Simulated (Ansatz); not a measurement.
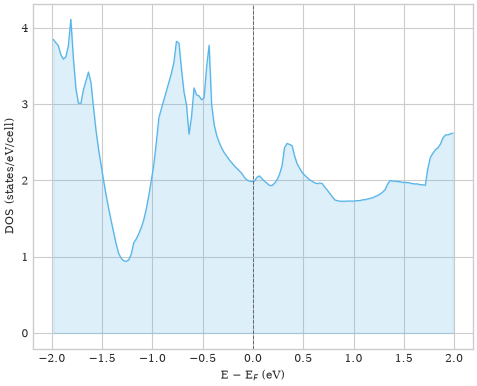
Figure: Density of states of BaBi₃ (Pm-3m) near the Fermi level, PBEsol, rigid bands in Ansatz (a quantum-chemistry and plane-wave program).

### Question
With 4 atoms a cell, what bare Sommerfeld coefficient γ = (π²/3) k_B² N(E_F) follows?

### Answer
N(E_F) ≈ 2.0 states/eV a cell at 300 K, so γ ≈ 1.18 mJ/(mol of atoms·K²), before many-body enhancement (phonons, spin fluctuations, correlation).

### Question
How far does the Fermi level move in a rigid band for 0.1 electron a cell added or removed?

### Answer
50 meV and -50 meV.

A metal at this level (no band gap); rigid bands, thermally averaged at 300 K, both spins. Spin-orbit coupling is left out, which matters with elements this heavy. Geometry: cell and atoms relaxed with PBEsol.

Computed structure with no diffraction record at hand here (it may be known, metastable or hypothetical): BaBi3 (Pm-3m).
